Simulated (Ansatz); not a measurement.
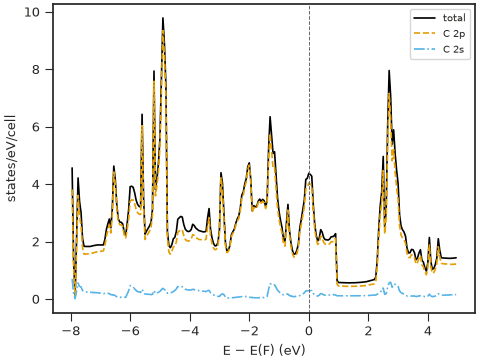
Figure. Total and projected density of states of C in space group R-3c (No. 167; C on 36f), DFT-r²SCAN in the program Ansatz with PAW potentials

### Question
Which orbitals carry the states next to the Fermi level?

### Answer
Within 0.5 eV of the Fermi level: C 2p 93 %, C 2s 6 %. Projections are on Löwdin-orthogonalised atomic valence shells; empty p or d shells of many metals are not among them.

### Question
Where is the tallest occupied peak in this window, and what makes it?

### Answer
Near -4.9 eV, about 9.8 states/eV per cell; the largest projected share is C 2p.

The start of the workflow was typed in or built on a structure type; neither database checked (COD, Materials Project) lists it. It is not the phase usual at ambient conditions (space group No. 194, 227). The r²SCAN relaxation kept the symmetry of its start; its stability against distortions is not shown here. The volume moved by 124 % from the start of the relaxation.

Potentials: the earlier of the program's two PAW sets.
